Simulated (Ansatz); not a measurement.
# How methods differ on TlF (SMILES [F][Tl])

The species is TlF (2 atoms), meant as a singlet with charge 0. SMILES: `[F][Tl]`. Geometry: the measured bond length. The run starts from this shape.

| atom | x (Å) | y (Å) | z (Å) |
| --- | --- | --- | --- |
| F | 0.0000 | 0.0000 | 0.0000 |
| Tl | 0.0000 | 0.0000 | 2.0844 |

Each level gives the adiabatic ionisation energy (to the doublet cation, no zero-point term) (eV). The values are calculated.

```tsv
level	kind	program	value (eV)
SVWN5/def2-TZVP (core potential)	LDA	Ansatz	10.74
PBE-D3(BJ)/def2-TZVP (core potential)	GGA	Ansatz	10.36
r2SCAN/def2-TZVP (core potential)	meta-GGA	Ansatz	10.32
B3LYP-D4/def2-TZVP (core potential)	global hybrid	Ansatz	10.47
wB97X-V/def2-TZVP (core potential)	range-separated hybrid	Ansatz	10.38
```

Spin-orbit coupling, which can split open shells on such heavy atoms by tenths of an eV, is left out. The values span 10.32 to 10.74 eV.

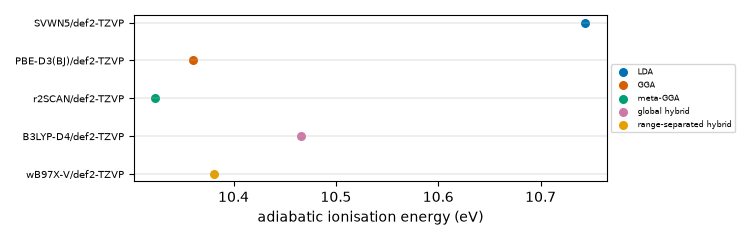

The values of the table, level by level.
